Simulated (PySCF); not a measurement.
SMILES [SiH3][SiH2]CCl, singlet at its GFN2-xTB optimised geometry (Å):

```
11

Si     1.7358    -0.5409     0.0000
Si    -0.5782    -0.5409     0.0000
C     -1.2159     1.2674     0.0000
Cl    -0.4799     2.1333    -1.3793
H      2.2462    -1.8181     0.5076
H      2.3043    -0.3559    -1.3361
H      2.2928     0.5107     0.8567
H     -1.1986    -1.1686    -1.1724
H     -1.2223    -1.1460     1.1766
H     -2.2928     1.3443    -0.1253
H     -0.9357     1.8181     0.8952
```

Computed with CAM-B3LYP/def2-TZVP (PySCF). Cells within 0.4 Å of a nucleus heavier than hydrogen are left out (blank, or x).

Map of the log10 of the electron density (e/bohr³), floored at −4 on the plane z = 0.0 Å:

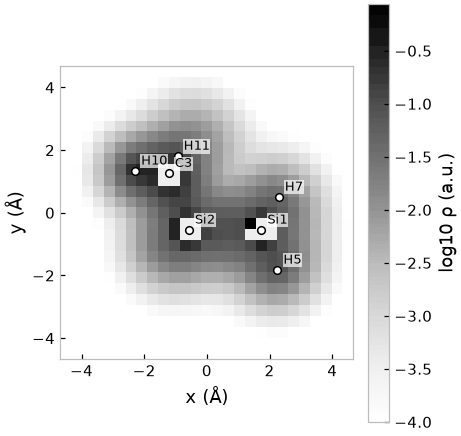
Fig. 1. Log10 of the electron density (e/bohr³), floored at −4 on the plane z = 0.0 Å.
